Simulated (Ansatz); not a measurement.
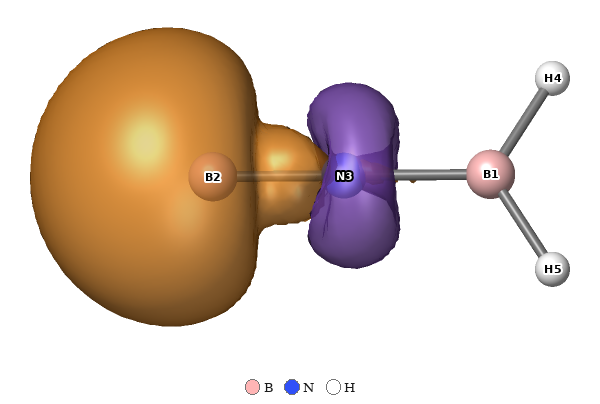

Figure. B2H2N (SMILES [B]=NB) (doublet). Isosurfaces of the spin density at +0.02 (orange) and −0.02 e/Å³ (purple), seen at a tilt.

Geometry: B3LYP-D4/def2-TZVP.

Level of theory: isolated molecule in a Gaussian basis; Kohn-Sham density functional theory, functional PBE0 (Ansatz).

```json
{"atom": "B", "x (Å)": "0.3909", "y (Å)": "-2.2043", "z (Å)": "2.4299"}
{"atom": "B", "x (Å)": "2.7866", "y (Å)": "-1.0726", "z (Å)": "2.5692"}
{"atom": "N", "x (Å)": "1.6567", "y (Å)": "-1.6066", "z (Å)": "2.5035"}
{"atom": "H", "x (Å)": "-0.1429", "y (Å)": "-2.5830", "z (Å)": "3.4285"}
{"atom": "H", "x (Å)": "-0.1428", "y (Å)": "-2.3298", "z (Å)": "1.3693"}
```

### Which atoms carry the spin?

The unpaired spin (1 electron) lies mostly on B2 (about 1.0), in electrons by Hirshfeld's partition.
